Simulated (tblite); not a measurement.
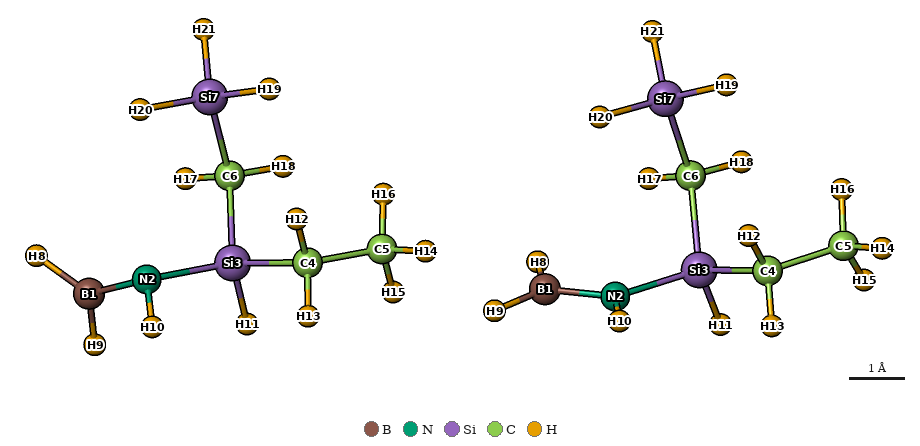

Two geometries of C3H14BNSi2, drawn at one scale. One is the start of a relaxation, the other its converged end. The picture is a ball-and-stick view, seen at a tilt.

These are results of tblite 0.8.0, GFN2-xTB geometry optimisation, gas phase, not measurements. 

Which geometry has the lower energy?

The right one is the relaxed one. Over 117 geometry steps the energy falls by 27.9 kcal/mol. The largest move after the best rigid fit is that of H9, 1.96 Å. By element the largest moves are H 1.96 Å, N 0.51 Å, Si 0.30 Å, B 0.20 Å, C 0.17 Å. Some distances before and after: B1–N2 1.513 → 1.392 Å, N2–Si3 1.794 → 1.750 Å, N2–H10 1.047 → 1.009 Å, Si3–C6 1.862 → 1.899 Å. Among the angles between lasting bonds that change: B1–N2–Si3 108.5° → 129.4°, B1–N2–H10 108.0° → 116.3°, Si3–N2–H10 107.8° → 114.3°.
